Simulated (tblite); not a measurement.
## Geometry relaxation of Si22H34 (part 3 of 3)

Continued. System: Si22H34. Method: GFN2-xTB geometry optimisation, gas phase (tblite 0.8.0). 

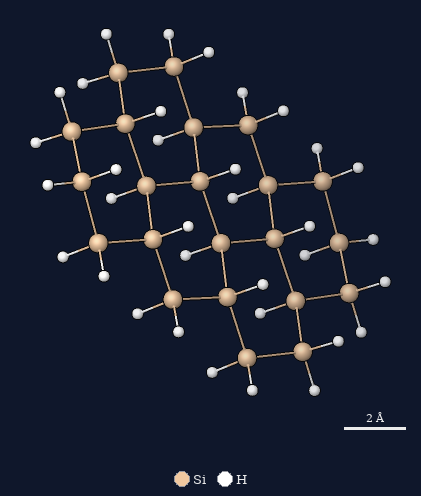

*The geometry at step 47 of the log (ball-and-stick view, seen at a tilt).*

**Trajectory as extended XYZ, continued**
```
56
Properties=species:S:1:pos:R:3:forces:R:3 step=28 energy=-1498.58421
Si   -1.0045    2.8754   -0.2894   -0.0240   0.0180   0.0000
Si   -2.9741    3.9641    0.3478   -0.0050   0.0020   0.0170
Si   -4.8897    2.8463   -0.3448   -0.0170  -0.0290  -0.0170
Si   -4.9461    0.5931    0.2825    0.0000  -0.0060  -0.0140
Si   -2.9632   -0.5678   -0.2663   -0.0390  -0.0080   0.0330
Si   -0.9853    0.5837    0.2692   -0.0330  -0.0140  -0.0200
Si    6.8745    2.8376   -0.3587    0.0100   0.0050  -0.0200
Si    4.9491    3.9349    0.3376    0.0070   0.0100   0.0030
Si    2.9676    2.8635   -0.2930    0.0310  -0.0180   0.0050
Si    2.9623    0.5689    0.2651    0.0410  -0.0010  -0.0370
Si    4.9465   -0.5920   -0.2846   -0.0120   0.0060   0.0180
Si    6.8472    0.6196    0.3326    0.0130  -0.0080   0.0030
Si   -6.8473   -0.6196   -0.3327   -0.0130   0.0140   0.0000
Si   -6.8737   -2.8378    0.3577   -0.0110  -0.0030   0.0180
Si   -4.9482   -3.9344   -0.3376   -0.0040  -0.0110  -0.0060
Si   -2.9675   -2.8626    0.2928   -0.0290   0.0240  -0.0070
Si    0.9839    3.9201    0.3271    0.0230   0.0010   0.0180
Si    0.9837   -0.5838   -0.2689    0.0440   0.0200   0.0220
Si    1.0059   -2.8750    0.2909    0.0140  -0.0130   0.0000
Si    2.9743   -3.9639   -0.3467    0.0080  -0.0040  -0.0190
Si    4.8898   -2.8450    0.3437    0.0210   0.0310   0.0170
Si   -0.9832   -3.9187   -0.3257   -0.0230  -0.0050  -0.0180
H    -1.0172    2.8685   -1.7753    0.0050  -0.0090  -0.0180
H    -2.9693    4.0247    1.8208   -0.0040  -0.0030  -0.0060
H    -2.9718    5.3869   -0.0396    0.0110  -0.0290  -0.0010
H    -4.9248    2.8762   -1.8186   -0.0070  -0.0010   0.0070
H    -6.1297    3.5489    0.0305    0.0130  -0.0150   0.0000
H    -4.9315    0.6006    1.7699   -0.0010  -0.0110  -0.0060
H    -2.9669   -0.5791   -1.7556    0.0070   0.0100  -0.0160
H    -0.9815    0.5984    1.7573   -0.0040  -0.0170   0.0400
H     6.9028    2.8596   -1.8328    0.0160   0.0060   0.0190
H     8.1136    3.5446    0.0101   -0.0210  -0.0120  -0.0120
H     4.9402    3.9896    1.8115    0.0080   0.0100  -0.0180
H     4.9563    5.3545   -0.0535   -0.0140  -0.0090   0.0110
H     2.9685    2.8570   -1.7800    0.0050  -0.0110  -0.0010
H     2.9669    0.5807    1.7542   -0.0060  -0.0110   0.0190
H     4.9316   -0.5984   -1.7720    0.0020   0.0090   0.0060
H     6.8832    0.5944    1.8069    0.0170  -0.0030  -0.0140
H     8.0853   -0.0777   -0.0503   -0.0010  -0.0160   0.0130
H    -6.8873   -0.5922   -1.8068   -0.0170   0.0020   0.0140
H    -8.0840    0.0777    0.0552    0.0030   0.0140  -0.0150
H    -6.9018   -2.8601    1.8315   -0.0160  -0.0060  -0.0130
H    -8.1120   -3.5459   -0.0110    0.0180   0.0110   0.0100
H    -4.9391   -3.9893   -1.8113   -0.0080  -0.0100   0.0150
H    -4.9536   -5.3537    0.0539    0.0130   0.0060  -0.0110
H    -2.9702   -2.8543    1.7795   -0.0030   0.0110   0.0040
H     0.9822    3.9818    1.7999    0.0030  -0.0040   0.0150
H     0.9922    5.3419   -0.0601   -0.0020  -0.0040  -0.0130
H     0.9815   -0.5985   -1.7568    0.0020   0.0160  -0.0420
H     1.0182   -2.8668    1.7769   -0.0040   0.0080   0.0160
H     2.9690   -4.0279   -1.8194    0.0030   0.0060   0.0040
H     2.9703   -5.3861    0.0418   -0.0090   0.0240   0.0050
H     4.9264   -2.8744    1.8176    0.0050   0.0020  -0.0080
H     6.1298   -3.5477   -0.0315   -0.0140   0.0140  -0.0020
H    -0.9819   -3.9831   -1.7985   -0.0020   0.0070  -0.0130
H    -0.9919   -5.3400    0.0631    0.0020   0.0030   0.0140
56
Properties=species:S:1:pos:R:3:forces:R:3 step=39 energy=-1498.59153
Si   -1.0024    2.8673   -0.2811   -0.0320   0.0170  -0.0040
Si   -2.9809    3.9453    0.3526    0.0070   0.0020  -0.0010
Si   -4.8964    2.8321   -0.3538    0.0050   0.0050   0.0060
Si   -4.9647    0.5828    0.2724    0.0080   0.0020   0.0170
Si   -2.9753   -0.5658   -0.2637   -0.0130  -0.0090  -0.0080
Si   -0.9904    0.5749    0.2736   -0.0130  -0.0170   0.0000
Si    6.8877    2.8360   -0.3697    0.0070   0.0060   0.0020
Si    4.9666    3.9395    0.3338   -0.0080  -0.0010   0.0060
Si    2.9852    2.8611   -0.2852    0.0090  -0.0100  -0.0160
Si    2.9768    0.5679    0.2629    0.0070   0.0020   0.0070
Si    4.9649   -0.5825   -0.2733   -0.0150  -0.0050  -0.0170
Si    6.8733    0.6195    0.3318    0.0070   0.0030   0.0110
Si   -6.8747   -0.6196   -0.3307    0.0020   0.0060  -0.0110
Si   -6.8872   -2.8361    0.3695   -0.0020  -0.0090  -0.0050
Si   -4.9653   -3.9390   -0.3348    0.0040   0.0010  -0.0040
Si   -2.9850   -2.8591    0.2853   -0.0080   0.0100   0.0140
Si    0.9929    3.9029    0.3356    0.0130   0.0100   0.0060
Si    0.9915   -0.5736   -0.2741    0.0140   0.0170   0.0020
Si    1.0031   -2.8658    0.2812    0.0170  -0.0210   0.0070
Si    2.9803   -3.9451   -0.3514   -0.0020   0.0000   0.0020
Si    4.8963   -2.8319    0.3524    0.0000  -0.0020  -0.0020
Si   -0.9932   -3.9028   -0.3336   -0.0030  -0.0090  -0.0070
H    -1.0177    2.8697   -1.7701    0.0090  -0.0180   0.0290
H    -2.9899    4.0234    1.8250    0.0010  -0.0170  -0.0160
H    -2.9727    5.3636   -0.0476    0.0040  -0.0070  -0.0030
H    -4.9391    2.8783   -1.8262   -0.0010  -0.0080   0.0030
H    -6.1309    3.5340    0.0355   -0.0090   0.0010   0.0000
H    -4.9514    0.5916    1.7607   -0.0030  -0.0050  -0.0110
H    -2.9720   -0.5680   -1.7536    0.0040   0.0030  -0.0180
H    -0.9919    0.5760    1.7644    0.0080  -0.0060   0.0010
H     6.9311    2.8681   -1.8415   -0.0050  -0.0090  -0.0080
H     8.1210    3.5443    0.0052    0.0240   0.0120   0.0090
H     4.9710    4.0030    1.8068    0.0060  -0.0090  -0.0030
H     4.9526    5.3601   -0.0514    0.0060  -0.0040  -0.0140
H     2.9872    2.8519   -1.7739   -0.0010  -0.0040   0.0200
H     2.9732    0.5686    1.7528   -0.0040  -0.0020   0.0180
H     4.9518   -0.5909   -1.7613    0.0030   0.0060   0.0080
H     6.9186    0.6033    1.8054    0.0050   0.0060   0.0020
H     8.1034   -0.0964   -0.0418    0.0040   0.0030  -0.0100
H    -6.9223   -0.6018   -1.8042   -0.0050  -0.0060  -0.0020
H    -8.1043    0.0964    0.0451   -0.0030  -0.0040   0.0100
H    -6.9310   -2.8683    1.8412    0.0050   0.0070   0.0080
H    -8.1202   -3.5441   -0.0065   -0.0250  -0.0140  -0.0090
H    -4.9699   -4.0035   -1.8080   -0.0060   0.0100   0.0070
H    -4.9516   -5.3597    0.0509   -0.0060   0.0080   0.0130
H    -2.9870   -2.8495    1.7739   -0.0010   0.0040  -0.0190
H     0.9926    3.9808    1.8087    0.0020  -0.0080  -0.0080
H     0.9991    5.3188   -0.0720   -0.0020   0.0090  -0.0010
H     0.9905   -0.5762   -1.7650   -0.0060   0.0070  -0.0010
H     1.0182   -2.8685    1.7702   -0.0080   0.0200  -0.0280
H     2.9893   -4.0240   -1.8235   -0.0010   0.0140   0.0110
H     2.9735   -5.3624    0.0514   -0.0050   0.0030   0.0020
H     4.9401   -2.8760    1.8250    0.0020   0.0060  -0.0050
H     6.1312   -3.5330   -0.0378    0.0060   0.0000   0.0020
H    -0.9915   -3.9810   -1.8068   -0.0040   0.0060   0.0120
H    -0.9991   -5.3187    0.0756    0.0020  -0.0010  -0.0020
56
Properties=species:S:1:pos:R:3:forces:R:3 step=47 energy=-1498.59474
Si   -1.0023    2.8594   -0.2648   -0.0050  -0.0080  -0.0260
Si   -2.9856    3.9361    0.3483    0.0250  -0.0010   0.0090
Si   -4.9027    2.8267   -0.3535   -0.0070  -0.0020  -0.0050
Si   -4.9754    0.5777    0.2685    0.0060  -0.0140   0.0060
Si   -2.9854   -0.5664   -0.2768    0.0100   0.0060   0.0130
Si   -0.9964    0.5634    0.2781   -0.0020   0.0090  -0.0040
Si    6.9061    2.8403   -0.3717   -0.0080  -0.0020   0.0030
Si    4.9778    3.9386    0.3300    0.0160  -0.0060   0.0060
Si    2.9952    2.8569   -0.2788    0.0010   0.0040  -0.0130
Si    2.9853    0.5672    0.2757   -0.0070  -0.0140  -0.0160
Si    4.9763   -0.5765   -0.2697   -0.0180   0.0080  -0.0050
Si    6.8891    0.6222    0.3334    0.0110   0.0210   0.0090
Si   -6.8896   -0.6215   -0.3324   -0.0070  -0.0150  -0.0100
Si   -6.9057   -2.8399    0.3712    0.0080   0.0040  -0.0030
Si   -4.9772   -3.9374   -0.3301   -0.0180   0.0020  -0.0070
Si   -2.9948   -2.8566    0.2788   -0.0040   0.0100   0.0130
Si    0.9991    3.8960    0.3352   -0.0050   0.0110   0.0190
Si    0.9960   -0.5631   -0.2785    0.0050  -0.0040   0.0060
Si    1.0026   -2.8585    0.2662    0.0030   0.0100   0.0250
Si    2.9851   -3.9353   -0.3473   -0.0170   0.0000  -0.0070
Si    4.9031   -2.8257    0.3530    0.0090   0.0020   0.0060
Si   -0.9988   -3.8949   -0.3340    0.0080  -0.0140  -0.0200
H    -1.0096    2.8510   -1.7530    0.0020  -0.0100   0.0040
H    -2.9994    4.0063    1.8205   -0.0030   0.0040   0.0000
H    -2.9688    5.3529   -0.0550   -0.0040   0.0010   0.0060
H    -4.9486    2.8699   -1.8253   -0.0020  -0.0050  -0.0100
H    -6.1383    3.5252    0.0367   -0.0120   0.0110   0.0040
H    -4.9631    0.5800    1.7569    0.0040  -0.0060  -0.0140
H    -2.9723   -0.5598   -1.7666   -0.0030  -0.0010  -0.0060
H    -0.9920    0.5551    1.7682   -0.0050  -0.0130   0.0080
H     6.9440    2.8649   -1.8449    0.0090   0.0000   0.0140
H     8.1393    3.5516    0.0055   -0.0060  -0.0050  -0.0100
H     4.9921    4.0027    1.8035   -0.0010   0.0000  -0.0120
H     4.9551    5.3581   -0.0616    0.0110  -0.0130  -0.0030
H     2.9964    2.8424   -1.7670    0.0010  -0.0080   0.0120
H     2.9733    0.5604    1.7655    0.0030   0.0010   0.0080
H     4.9638   -0.5795   -1.7582   -0.0030   0.0060   0.0150
H     6.9446    0.6119    1.8071   -0.0020  -0.0020  -0.0060
H     8.1134   -0.1026   -0.0445    0.0000   0.0120  -0.0080
H    -6.9474   -0.6107   -1.8060    0.0020   0.0020   0.0060
H    -8.1141    0.1024    0.0474    0.0030  -0.0120   0.0090
H    -6.9439   -2.8662    1.8441   -0.0080   0.0010  -0.0090
H    -8.1386   -3.5510   -0.0065    0.0030   0.0020   0.0080
H    -4.9910   -4.0024   -1.8033    0.0010   0.0010   0.0070
H    -4.9546   -5.3568    0.0609   -0.0110   0.0090   0.0060
H    -2.9968   -2.8404    1.7668   -0.0010   0.0070  -0.0100
H     1.0023    3.9739    1.8084    0.0050   0.0030  -0.0030
H     1.0021    5.3118   -0.0757   -0.0010  -0.0030   0.0050
H     0.9920   -0.5542   -1.7686    0.0050   0.0110  -0.0080
H     1.0100   -2.8488    1.7544   -0.0020   0.0090  -0.0050
H     2.9984   -4.0080   -1.8193    0.0020  -0.0020  -0.0010
H     2.9697   -5.3516    0.0575    0.0030  -0.0030  -0.0050
H     4.9505   -2.8692    1.8251    0.0010   0.0050   0.0040
H     6.1384   -3.5246   -0.0386    0.0070  -0.0090  -0.0020
H    -1.0018   -3.9757   -1.8069   -0.0050   0.0000   0.0010
H    -1.0021   -5.3102    0.0781    0.0020  -0.0010  -0.0030
56
Properties=species:S:1:pos:R:3:forces:R:3 step=50 energy=-1498.59536
Si   -1.0016    2.8569   -0.2639   -0.0030   0.0120  -0.0050
Si   -2.9848    3.9350    0.3483   -0.0010  -0.0110  -0.0060
Si   -4.9052    2.8257   -0.3540    0.0080   0.0070   0.0050
Si   -4.9776    0.5755    0.2674    0.0040  -0.0030  -0.0070
Si   -2.9861   -0.5655   -0.2781    0.0060  -0.0040  -0.0050
Si   -0.9972    0.5627    0.2783    0.0050  -0.0030   0.0100
Si    6.9092    2.8408   -0.3714   -0.0030   0.0010   0.0050
Si    4.9821    3.9373    0.3296   -0.0140  -0.0070  -0.0060
Si    2.9969    2.8570   -0.2779    0.0000  -0.0040   0.0050
Si    2.9860    0.5657    0.2769   -0.0070   0.0100   0.0070
Si    4.9778   -0.5744   -0.2686   -0.0030   0.0010   0.0080
Si    6.8921    0.6252    0.3343   -0.0070  -0.0060  -0.0030
Si   -6.8923   -0.6242   -0.3335    0.0060   0.0050   0.0020
Si   -6.9090   -2.8400    0.3709    0.0020  -0.0040  -0.0030
Si   -4.9817   -3.9363   -0.3298    0.0140   0.0060   0.0040
Si   -2.9969   -2.8560    0.2779    0.0030   0.0000  -0.0050
Si    0.9996    3.8961    0.3367    0.0040  -0.0100  -0.0040
Si    0.9965   -0.5621   -0.2786   -0.0020   0.0060  -0.0110
Si    1.0023   -2.8558    0.2653   -0.0020  -0.0130   0.0030
Si    2.9851   -3.9343   -0.3473    0.0010   0.0100   0.0070
Si    4.9058   -2.8245    0.3536   -0.0080  -0.0070  -0.0060
Si   -0.9991   -3.8952   -0.3357   -0.0030   0.0090   0.0050
H    -1.0082    2.8464   -1.7509    0.0020  -0.0070  -0.0140
H    -3.0013    4.0036    1.8205    0.0000   0.0070  -0.0010
H    -2.9690    5.3522   -0.0559   -0.0030  -0.0090   0.0110
H    -4.9502    2.8678   -1.8261   -0.0040  -0.0020  -0.0040
H    -6.1408    3.5254    0.0374    0.0010   0.0040  -0.0030
H    -4.9649    0.5774    1.7550    0.0030  -0.0060  -0.0040
H    -2.9730   -0.5587   -1.7693   -0.0030   0.0000   0.0120
H    -0.9925    0.5500    1.7691   -0.0070  -0.0090  -0.0020
H     6.9471    2.8641   -1.8434    0.0080   0.0010  -0.0070
H     8.1418    3.5523    0.0043    0.0060   0.0020  -0.0050
H     4.9959    4.0023    1.8020    0.0000   0.0030   0.0050
H     4.9583    5.3555   -0.0645    0.0120  -0.0030  -0.0030
H     2.9983    2.8400   -1.7653    0.0010  -0.0050   0.0000
H     2.9738    0.5593    1.7682    0.0030  -0.0010  -0.0130
H     4.9658   -0.5768   -1.7563   -0.0030   0.0060   0.0040
H     6.9488    0.6137    1.8069    0.0000  -0.0020   0.0090
H     8.1145   -0.1004   -0.0467    0.0050   0.0090  -0.0080
H    -6.9513   -0.6125   -1.8060    0.0000   0.0020  -0.0100
H    -8.1148    0.1001    0.0496   -0.0060  -0.0070   0.0080
H    -6.9470   -2.8655    1.8429   -0.0080   0.0010   0.0070
H    -8.1412   -3.5519   -0.0053   -0.0060  -0.0020   0.0050
H    -4.9948   -4.0014   -1.8022    0.0000  -0.0030  -0.0050
H    -4.9577   -5.3545    0.0642   -0.0120   0.0040   0.0030
H    -2.9988   -2.8382    1.7652    0.0000   0.0060   0.0000
H     1.0047    3.9730    1.8089    0.0020   0.0070   0.0130
H     1.0023    5.3110   -0.0757   -0.0030   0.0030   0.0060
H     0.9929   -0.5492   -1.7694    0.0060   0.0080   0.0030
H     1.0085   -2.8440    1.7524   -0.0020   0.0060   0.0110
H     3.0002   -4.0053   -1.8194    0.0000  -0.0050   0.0000
H     2.9697   -5.3510    0.0582    0.0020   0.0070  -0.0100
H     4.9523   -2.8674    1.8256    0.0030   0.0030   0.0040
H     6.1406   -3.5248   -0.0390    0.0000  -0.0040   0.0020
H    -1.0042   -3.9748   -1.8079   -0.0020  -0.0040  -0.0110
H    -1.0023   -5.3098    0.0784    0.0030  -0.0030  -0.0050
```

This output came from the following input.

**The input**
```
{"job": {"kind": "relax", "xc": "GFN2-xTB", "basis": "xTB"}, "charge": 0, "multiplicity": 1}
Si    -0.959500     2.782100    -0.376600
Si    -2.896300     3.900000     0.368100
Si    -4.816600     2.781600    -0.374000
Si    -4.822500     0.561200     0.368800
Si    -2.894100    -0.558000    -0.371600
Si    -0.967700     0.556300     0.372400
Si     6.750700     2.785600    -0.378300
Si     4.825200     3.900100     0.376500
Si     2.895800     2.781800    -0.375400
Si     2.890300     0.556000     0.376600
Si     4.819700    -0.558000    -0.377100
Si     6.748100     0.554800     0.375000
Si    -6.754000    -0.556100    -0.370000
Si    -6.748400    -2.784500     0.372300
Si    -4.824000    -3.892300    -0.374800
Si    -2.895000    -2.783300     0.381300
Si     0.964800     3.899300     0.375900
Si     0.963300    -0.560200    -0.376000
Si     0.963800    -2.782100     0.377500
Si     2.895900    -3.896500    -0.372300
Si     4.819500    -2.780100     0.376500
Si    -0.965300    -3.895900    -0.375200
H     -0.961000     2.788500    -1.808400
H     -2.897300     3.893100     1.813500
H     -2.892600     5.258700    -0.101100
H     -4.827900     2.783000    -1.812500
H     -5.997800     3.465500     0.101300
H     -4.822400     0.557400     1.816200
H     -2.892500    -0.556400    -1.817000
H     -0.963300     0.557200     1.818400
H      6.754200     2.784500    -1.816100
H      7.925300     3.464500     0.102200
H      4.820800     3.897500     1.813100
H      4.823900     5.254800    -0.098300
H      2.894300     2.785700    -1.818300
H      2.893600     0.559000     1.812100
H      4.821000    -0.556700    -1.819100
H      6.751500     0.559300     1.812400
H      7.928300    -0.126500    -0.102100
H     -6.755400    -0.553400    -1.813800
H     -7.927300     0.120300     0.105800
H     -6.744700    -2.789500     1.818700
H     -7.922300    -3.462200    -0.105600
H     -4.819200    -3.897900    -1.816800
H     -4.825500    -5.254400     0.104400
H     -2.895000    -2.782300     1.811600
H      0.966800     3.897500     1.814400
H      0.964100     5.258700    -0.099700
H      0.966000    -0.556400    -1.814800
H      0.966300    -2.783200     1.817000
H      2.892200    -3.904700    -1.811900
H      2.899700    -5.254800     0.101700
H      4.821400    -2.784300     1.815100
H      5.995100    -3.464800    -0.105000
H     -0.963700    -3.898300    -1.813500
H     -0.964900    -5.253100     0.102600
```

The first line tells a small driver script what to run in tblite; the rest is the geometry in Å.

Command:
```bash
OMP_NUM_THREADS=2 python <driver script> task.json out
```

**Summary**

```tsv
quantity	value
outcome	converged
total energy	−1498.5954 eV
HOMO	−8.84 eV
LUMO	−6.34 eV
point group	Ci
dipole moment	0.01 D
hardware	2 CPU threads, shared host
wall time	10 s (CPU time 13 s)
peak memory	0.17 GiB
```
